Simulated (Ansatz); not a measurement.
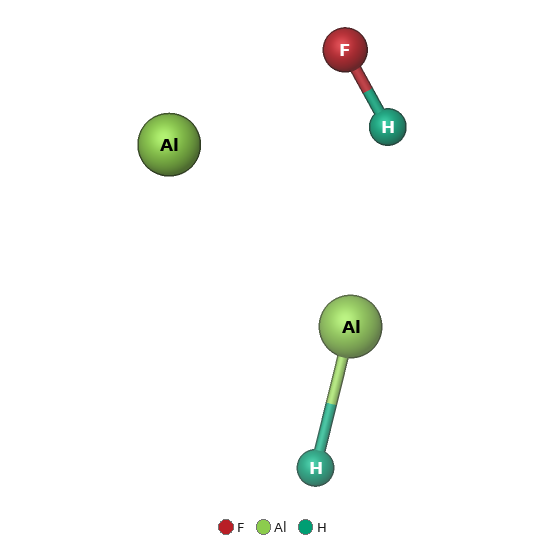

All atoms lie in one plane, which faces the viewer. The species is neutral and a spin doublet. The computed structure is the end point of a PBE0-D4/def2-TZVP optimisation. No frequency run is at hand to confirm it as a minimum.

Which symmetry elements does this geometry have?

It has 1 mirror plane, so the point group is Cs. The group has 2 operations. The geometry is achiral, and symmetry allows a dipole moment.
